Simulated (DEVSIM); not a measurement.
Device: Co/SiO2/p-GaSb capacitor, at 300 K.

```csv
layer (left to right),material,thickness (nm),Na (cm⁻³)
1,SiO2,3.70,-
2,GaSb,740,6.6e17
```

Metal gate on the left, work function 5 eV. Fixed charge at the semiconductor interface -3.04e12 cm⁻² (in units of +e); interface traps 4.4e12 cm⁻² eV⁻¹, uniform in energy, neutral level at 0.5 of the gap above the valence band.

Constants are typed, rounded textbook-type inputs, not results; the design itself was drawn at random and stands for no fabricated device. Values at 300 K.

```
parameter      SiO2    GaSb
-------------  ----  ------
gap (eV)          9   0.726
affinity (eV)   0.9    4.06
permittivity    3.9    15.7
Nc (cm⁻³)         -  2.1e17
Nv (cm⁻³)         -  1.8e19
```

Simulated with DEVSIM: 1D Poisson equation in equilibrium, Boltzmann statistics, complete ionisation; no quantum confinement or tunnelling. Metal contacts follow the ideal Schottky-Mott rule: no Fermi-level pinning, no interface dipoles.

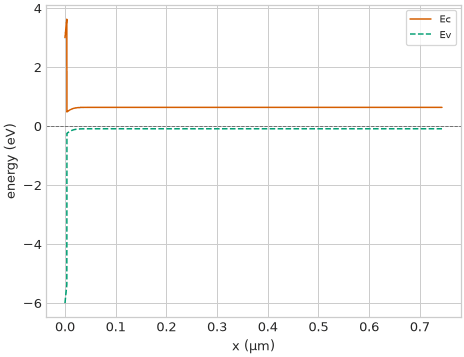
Band edges at 1.1 V on the gate

Energies count from the Fermi level of the right contact; mesh points crowd at the junctions.

```tsv
x (μm)	Ec (eV)	Ev (eV)	n (cm⁻³)	p (cm⁻³)	field (V/cm)
0.000	3.000	-6.000	< 1e2	< 1e2	1700000
0.0007992	3.139	-5.861	< 1e2	< 1e2	1700000
0.001792	3.312	-5.688	< 1e2	< 1e2	1700000
0.002804	3.488	-5.512	< 1e2	< 1e2	1700000
0.003868	0.484	-0.242	1.6e9	1.5e15	140000
0.004984	0.499	-0.227	8.6e8	2.8e15	130000
0.007188	0.527	-0.199	3.0e8	8.0e15	120000
0.01300	0.582	-0.144	3.6e7	6.7e16	74000
0.02177	0.623	-0.103	7100000	3.4e17	26000
0.03787	0.639	-0.087	3800000	6.3e17	2100
0.06745	0.641	-0.085	3600000	6.6e17	13
0.1486	0.641	-0.085	3600000	6.6e17	≈ 0
0.2709	0.641	-0.085	3600000	6.6e17	≈ 0
0.4616	0.641	-0.085	3600000	6.6e17	≈ 0
0.6190	0.641	-0.085	3600000	6.6e17	≈ 0
0.6764	0.641	-0.085	3600000	6.6e17	≈ 0
0.7088	0.641	-0.085	3600000	6.6e17	≈ 0
0.7252	0.641	-0.085	3600000	6.6e17	≈ 0
0.7361	0.641	-0.085	3600000	6.6e17	≈ 0
0.7401	0.641	-0.085	3600000	6.6e17	≈ 0
0.7423	0.641	-0.085	3600000	6.6e17	≈ 0
0.7437	0.641	-0.085	3600000	6.6e17	≈ 0
```
